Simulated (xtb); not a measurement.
# Calculation of the molecule and its ions, with input and output: CH7NSi2 (part 2 of 2)

Continued. System: CH7NSi2. Method: GFN1-xTB (xtb 6.7.1). The run did not end well. The geometry was optimised with GFN1-xTB.

Geometry of the input (Å):
```
Si -0.9949  1.1040  -0.2005
C  -0.4739  -0.7037  -0.3098
N  0.4761  -0.0937  0.8776
Si 1.3510  -0.9343  -0.3688
H  -2.1007  1.3788  -1.1353
H  -1.5406  1.4547  1.0959
H  0.0669  1.9904  -0.6364
H  -1.1085  -1.5285  0.0285
H  0.2105  -0.3623  1.8159
H  1.9027  -2.2157  -0.0107
H  2.2113  -0.0896  -1.1564
```

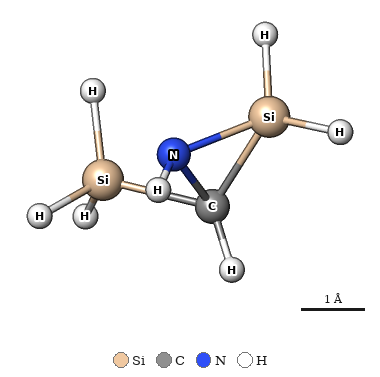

**Figure 1.** The structure (ball-and-stick view, seen at a tilt).

Log, continued
```
  63   -211.9534718 -0.120008E+03  0.319E+01    0.47       1.0  T
  64    -17.6573068  0.194296E+03  0.141E+01    0.16       1.0  T
  65   -224.0281620 -0.206371E+03  0.527E+01    1.70       1.0  T
  66   -225.6287675 -0.160061E+01  0.360E+01    0.31       1.0  T
  67   -222.2411178  0.338765E+01  0.298E+02  192.29       1.0  T
  68   -221.6383664  0.602751E+00  0.639E+02  835.61       1.0  T
  69   -221.5598207  0.785456E-01  0.837E+02 1392.04       1.0  T
  70   -221.5573384  0.248232E-02  0.840E+02 1402.08       1.0  T
  71   -221.6070632 -0.497248E-01  0.731E+02 1037.19       1.0  T
  72   -221.5646763  0.423870E-01  0.439E+02  307.79       1.0  T
  73   -223.0901856 -0.152551E+01  0.801E+01    9.32       1.0  T
  74   -222.6302386  0.459947E+00  0.354E+02   43.38       1.0  T
  75   -223.1443259 -0.514087E+00  0.290E+02   20.89       1.0  T
  76   -223.5066303 -0.362304E+00  0.122E+02   16.38       1.0  T
  77   -223.4838006  0.228296E-01  0.105E+02   20.96       1.0  T
  78   -223.2517289  0.232072E+00  0.168E+02   34.77       1.0  T
  79   -223.2822832 -0.305543E-01  0.124E+02   35.07       1.0  T
  80   -222.8424042  0.439879E+00  0.705E+01   32.89       1.0  T
  81   -222.8510400 -0.863573E-02  0.733E+01   36.15       1.0  T
  82   -225.9017299 -0.305069E+01  0.393E+01    4.44       1.0  T
  83   -221.8607629  0.404097E+01  0.465E+01   16.16       1.0  T
  84   -220.3843829  0.147638E+01  0.625E+01   41.73       1.0  T
  85   -229.6318649 -0.924748E+01  0.366E+01    0.60       1.0  T
  86   -217.8357021  0.117962E+02  0.406E+01   16.94       1.0  T
  87   -224.0284159 -0.619271E+01  0.561E+01    7.15       1.0  T
  88   -222.8266355  0.120178E+01  0.835E+01   49.03       1.0  T
  89   -220.9125411  0.191409E+01  0.627E+01   40.45       1.0  T
  90   -226.4748847 -0.556234E+01  0.348E+01    2.67       1.0  T
  91   -215.9498352  0.105250E+02  0.156E+02   62.70       1.0  T
  92   -216.1993054 -0.249470E+00  0.107E+02   19.37       1.0  T
  93   -217.6407983 -0.144149E+01  0.963E+01    9.61       1.0  T
  94   -210.0283488  0.761245E+01  0.600E+01    0.53       1.0  T
  95   -218.1237807 -0.809543E+01  0.101E+02    1.78       1.0  T
  96   -218.1979261 -0.741453E-01  0.156E+02    3.27       1.0  T
  97   -218.5491128 -0.351187E+00  0.207E+02    1.25       1.0  T
  98   -215.9251261  0.262399E+01  0.138E+02    8.13       1.0  T
  99   -223.5594199 -0.763429E+01  0.800E+01    2.24       1.0  T
 100   -223.2141410  0.345279E+00  0.159E+02   10.74       1.0  T
 101   -217.7439729  0.547017E+01  0.668E+01    8.98       1.0  T
 102   -223.3896697 -0.564570E+01  0.528E+01    0.85       1.0  T
 103   -222.6780363  0.711633E+00  0.182E+02   20.78       1.0  T
 104   -223.6763814 -0.998345E+00  0.121E+02    9.23       1.0  T
 105   -223.5286489  0.147733E+00  0.882E+01   20.81       1.0  T
 106   -222.5325856  0.996063E+00  0.653E+01   30.74       1.0  T
 107   -231.0639385 -0.853135E+01  0.322E+01    1.17       1.0  T
 108   -218.7542338  0.123097E+02  0.403E+01   16.96       1.0  T
 109   -231.6449052 -0.128907E+02  0.355E+01    1.93       1.0  T
 110   -222.0549879  0.958992E+01  0.449E+01   18.29       1.0  T
 111   -222.1399358 -0.849479E-01  0.726E+01   53.70       1.0  T
 112   -219.6368429  0.250309E+01  0.624E+01   45.22       1.0  T
 113   -227.2376534 -0.760081E+01  0.381E+01    4.49       1.0  T
 114   -222.7200744  0.451758E+01  0.850E+01   56.91       1.0  T
 115   -221.2034241  0.151665E+01  0.656E+01   48.32       1.0  T
 116   -119.2857500  0.101918E+03  0.480E+01    2.31       1.0  T
 117   -222.6441180 -0.103358E+03  0.902E+01   68.49       1.0  T
 118   -215.4056350  0.723848E+01  0.620E+01   48.57       1.0  T
 119   -229.3725935 -0.139670E+02  0.369E+01    1.62       1.0  T
 120   -222.5576235  0.681497E+01  0.826E+01   61.00       1.0  T
 121   -224.4890723 -0.193145E+01  0.389E+01   17.78       1.0  T
 122   -231.2136945 -0.672462E+01  0.391E+01    1.31       1.0  T
 123   -225.9811496  0.523254E+01  0.389E+01   11.78       1.0  T
 124   -218.3359093  0.764524E+01  0.635E+01   50.16       1.0  T
 125   -221.2106656 -0.287476E+01  0.679E+01   55.62       1.0  T
 126   -216.8038177  0.440685E+01  0.628E+01   49.94       1.0  T
 127   -226.4147029 -0.961089E+01  0.377E+01   11.20       1.0  T
 128   -228.0712046 -0.165650E+01  0.383E+01    3.89       1.0  T
 129   -221.7906146  0.628059E+01  0.714E+01   58.58       1.0  T
 130   -214.4308269  0.735979E+01  0.623E+01   48.84       1.0  T
 131   -227.5034561 -0.130726E+02  0.370E+01    6.16       1.0  T
 132   -225.9288809  0.157458E+01  0.383E+01   14.52       1.0  T
 133   -227.1675065 -0.123863E+01  0.381E+01    7.14       1.0  T
 134   -174.9723393  0.521952E+02  0.588E+01   10.04       1.0  T
 135   -223.0862837 -0.481139E+02  0.393E+01   29.83       1.0  T
 136   -230.3556884 -0.726940E+01  0.367E+01    1.33       1.0  T
 137   -136.5032123  0.938525E+02  0.461E+01    3.91       1.0  T
 138   -228.0499184 -0.915467E+02  0.371E+01    6.31       1.0  T
 139   -182.2924168  0.457575E+02  0.617E+01   39.12       1.0  T
 140   -225.0556807 -0.427633E+02  0.385E+01   27.89       1.0  T
 141   -230.2873211 -0.523164E+01  0.369E+01    1.36       1.0  T
 142   -220.1412691  0.101461E+02  0.406E+01   33.98       1.0  T
 143   -228.6830082 -0.854174E+01  0.380E+01    4.03       1.0  T
 144   -179.2996444  0.493834E+02  0.614E+01   28.50       1.0  T
 145   -226.5611603 -0.472615E+02  0.371E+01   18.62       1.0  T
 146   -229.4343564 -0.287320E+01  0.369E+01    3.45       1.0  T
 147   -178.1955284  0.512388E+02  0.433E+01   17.20       1.0  T
 148   -229.1427194 -0.509472E+02  0.374E+01    3.89       1.0  T
 149   -144.2533489  0.848894E+02  0.460E+01    5.96       1.0  T
 150   -228.0045155 -0.837512E+02  0.369E+01    7.31       1.0  T
 151   -204.9583298  0.230462E+02  0.420E+01   35.13       1.0  T
 152   -227.3998699 -0.224415E+02  0.375E+01   10.08       1.0  T
 153   -223.7037587  0.369611E+01  0.400E+01   31.23       1.0  T
 154   -226.6357369 -0.293198E+01  0.381E+01   15.81       1.0  T
 155   -225.7189656  0.916771E+00  0.389E+01   22.78       1.0  T
 156   -226.2633702 -0.544405E+00  0.385E+01   18.82       1.0  T
 157   -226.0372146  0.226156E+00  0.387E+01   20.60       1.0  T
 158   -226.0843464 -0.471317E-01  0.387E+01   20.27       1.0  T
 159   -226.0888674 -0.452100E-02  0.387E+01   20.23       1.0  T
 160   -226.0266789  0.621885E-01  0.387E+01   20.47       1.0  T
 161   -226.1580066 -0.131328E+00  0.384E+01   19.23       1.0  T
 162   -226.1860899 -0.280833E-01  0.383E+01   18.74       1.0  T
 163   -226.2538439 -0.677539E-01  0.382E+01   18.08       1.0  T
 164   -226.2698209 -0.159771E-01  0.382E+01   17.89       1.0  T
 165   -226.2052005  0.646204E-01  0.383E+01   18.55       1.0  T
 166   -226.1173933  0.878072E-01  0.384E+01   19.58       1.0  T
 167   -225.9088062  0.208587E+00  0.387E+01   21.93       1.0  T
 168   -225.7388236  0.169983E+00  0.388E+01   24.37       1.0  T
 169   -225.6187568  0.120067E+00  0.388E+01   27.38       1.0  T
 170   -226.0549557 -0.436199E+00  0.379E+01   26.79       1.0  T
 171   -227.1631432 -0.110819E+01  0.354E+01   18.45       1.0  T
 172   -228.5558061 -0.139266E+01  0.324E+01    7.92       1.0  T
 173   -229.7524708 -0.119666E+01  0.303E+01    4.08       1.0  T
 174   -230.2182060 -0.465735E+00  0.292E+01    3.69       1.0  T
 175   -231.1471203 -0.928914E+00  0.266E+01    2.60       1.0  T
 176   -231.5592942 -0.412174E+00  0.234E+01    0.24       1.0  T
 177   -230.4531380  0.110616E+01  0.197E+01    3.45       1.0  T
 178   -221.5442079  0.890893E+01  0.762E+01   76.66       1.0  T
 179   -230.3994214 -0.885521E+01  0.230E+01    3.18       1.0  T
 180   -222.5458425  0.785358E+01  0.898E+01   68.14       1.0  T
 181   -184.3034837  0.382424E+02  0.210E+01    9.85       1.0  T
 182   -223.8664750 -0.395630E+02  0.417E+01    9.96       1.0  T
 183   -224.2096070 -0.343132E+00  0.334E+01    3.91       1.0  T
 184   -221.4578515  0.275176E+01  0.396E+01    6.05       1.0  T
 185   -220.8730086  0.584843E+00  0.413E+01    6.02       1.0  T
 186   -217.7298689  0.314314E+01  0.491E+01    5.35       1.0  T
 187   -218.1265549 -0.396686E+00  0.452E+01    2.80       1.0  T
 188   -221.0296637 -0.290311E+01  0.408E+01    1.57       1.0  T
 189   -217.6213678  0.340830E+01  0.508E+01    6.07       1.0  T
 190   -218.8130795 -0.119171E+01  0.426E+01    2.09       1.0  T
 191   -222.0579478 -0.324487E+01  0.378E+01    1.10       1.0  T
 192   -218.2181874  0.383976E+01  0.448E+01    4.26       1.0  T
 193   -221.4043971 -0.318621E+01  0.371E+01    1.24       1.0  T
 194   -226.3325091 -0.492811E+01  0.318E+01    0.15       1.0  T
 195   -221.2755982  0.505691E+01  0.380E+01    1.89       1.0  T
 196   -103.3102122  0.117965E+03  0.255E+01    0.61       1.0  T
 197   -220.4671744 -0.117157E+03  0.344E+01    0.48       1.0  T
 198   -210.6093000  0.985787E+01  0.376E+01    6.17       1.0  T
 199   -227.1871274 -0.165778E+02  0.344E+01    1.26       1.0  T
 200   -230.7408345 -0.355371E+01  0.248E+01    1.50       1.0  T
 201   -222.8791854  0.786165E+01  0.976E+01   57.73       1.0  T
 202   -223.7620907 -0.882905E+00  0.245E+01    9.59       1.0  T
 203   -223.9781842 -0.216093E+00  0.197E+01    5.81       1.0  T
 204   -224.0864044 -0.108220E+00  0.178E+01    4.33       1.0  T
 205   -224.0863894  0.149779E-04  0.170E+01    4.12       1.0  T
 206   -224.0219848  0.644046E-01  0.168E+01    4.52       1.0  T
 207   -223.9764691  0.455157E-01  0.168E+01    4.84       1.0  T
 208   -223.9732970  0.317217E-02  0.167E+01    4.88       1.0  T
 209   -223.9787837 -0.548675E-02  0.168E+01    4.84       1.0  T
 210   -223.9869527 -0.816897E-02  0.168E+01    4.77       1.0  T
 211   -224.0132714 -0.263188E-01  0.167E+01    4.49       1.0  T
 212   -224.1712812 -0.158010E+00  0.164E+01    2.63       1.0  T
 213   -223.4853284  0.685953E+00  0.227E+01    1.94       1.0  T
 214   -226.0359416 -0.255061E+01  0.212E+01    1.01       1.0  T
 215   -221.3248991  0.471104E+01  0.258E+01    2.49       1.0  T
 216   -159.3348706  0.619900E+02  0.305E+01    0.34       1.0  T
 217   -220.3444767 -0.610096E+02  0.348E+01    4.86       1.0  T
 218    -32.5544509  0.187790E+03  0.289E+01    0.66       1.0  T
 219    -23.6283609  0.892609E+01  0.270E+01    1.16       1.0  T
 220   -213.9920200 -0.190364E+03  0.307E+01    2.46       1.0  T
 221   -222.7527044 -0.876068E+01  0.631E+01   26.13       1.0  T
 222   -212.3562790  0.103964E+02  0.340E+01    3.45       1.0  T
 223   -231.0594897 -0.187032E+02  0.281E+01    1.93       1.0  T
 224   -222.6754673  0.838402E+01  0.783E+01   47.26       1.0  T
 225   -223.2922423 -0.616775E+00  0.230E+01    5.28       1.0  T
 226   -223.4685703 -0.176328E+00  0.223E+01    5.68       1.0  T
 227   -226.4013705 -0.293280E+01  0.191E+01    0.48       1.0  T
 228   -224.7304693  0.167090E+01  0.202E+01    1.72       1.0  T
 229   -223.2119469  0.151852E+01  0.258E+01    3.60       1.0  T
 230   -223.2785658 -0.666188E-01  0.223E+01    1.45       1.0  T
 231   -224.1163102 -0.837744E+00  0.388E+01    2.01       1.0  T
 232   -226.0670954 -0.195079E+01  0.164E+01    0.46       1.0  T
 233   -222.2894260  0.377767E+01  0.236E+01    1.15       1.0  T
 234   -222.2843334  0.509263E-02  0.275E+01    1.75       1.0  T
 235   -222.2862281 -0.189469E-02  0.230E+01    1.67       1.0  T
 236   -222.3628302 -0.766021E-01  0.253E+01    2.26       1.0  T
 237   -222.1088423  0.253988E+00  0.233E+01    1.69       1.0  T
 238   -222.4211898 -0.312348E+00  0.246E+01    2.98       1.0  T
 239   -222.2261781  0.195012E+00  0.243E+01    2.91       1.0  T
 240   -222.4161887 -0.190011E+00  0.249E+01    3.12       1.0  T
 241   -222.3665475  0.496411E-01  0.251E+01    3.08       1.0  T
 242   -222.4158448 -0.492973E-01  0.255E+01    3.08       1.0  T
 243   -222.4170119 -0.116707E-02  0.258E+01    3.08       1.0  T
 244   -222.4308169 -0.138050E-01  0.260E+01    3.08       1.0  T
 245   -222.4341635 -0.334665E-02  0.262E+01    3.08       1.0  T
 246   -222.4400700 -0.590653E-02  0.264E+01    3.09       1.0  T
 247   -222.4418861 -0.181606E-02  0.265E+01    3.11       1.0  T
 248   -222.4409268  0.959317E-03  0.267E+01    3.17       1.0  T
 249   -222.4142523  0.266744E-01  0.265E+01    3.32       1.0  T
 250   -222.2557261  0.158526E+00  0.253E+01    3.48       1.0  T
     SCC iter.                  ...        0 min,  0.612 sec
     gradient                   ...        0 min,  0.013 sec
------------------------------------------------------------------------
empirical EA shift (eV):    4.8455
delta SCC EA (eV): 5691.8927
------------------------------------------------------------------------
########################################################################
[ERROR] Program stopped due to fatal error
-3- Calculation terminated
-2- xtb_calculator_singlepoint: Electronic structure method terminated
-1- scf: Self consistent charge iterator did not converge
########################################################################
```

Standard error
```
ERROR STOP
Error termination. Backtrace:
abnormal termination of xtb
```

What the run reported

```json
{"quantity": "outcome", "value": "not converged"}
{"quantity": "electrons treated", "value": "24"}
{"quantity": "total energy", "value": "−12.779312 hartree"}
{"quantity": "dispersion energy", "value": "−0.003925 hartree"}
{"quantity": "basis functions", "value": "42"}
{"quantity": "wall time", "value": "0.91 s"}
{"quantity": "peak memory", "value": "0.073 GiB"}
```

Diagnosis

Settings chosen away from the usual ones: method = gfn1-xtb; task = vipea; x = {"accuracy": 0.1}; geo = {"prev": "A"}. The run did not converge. Its last values are not results.
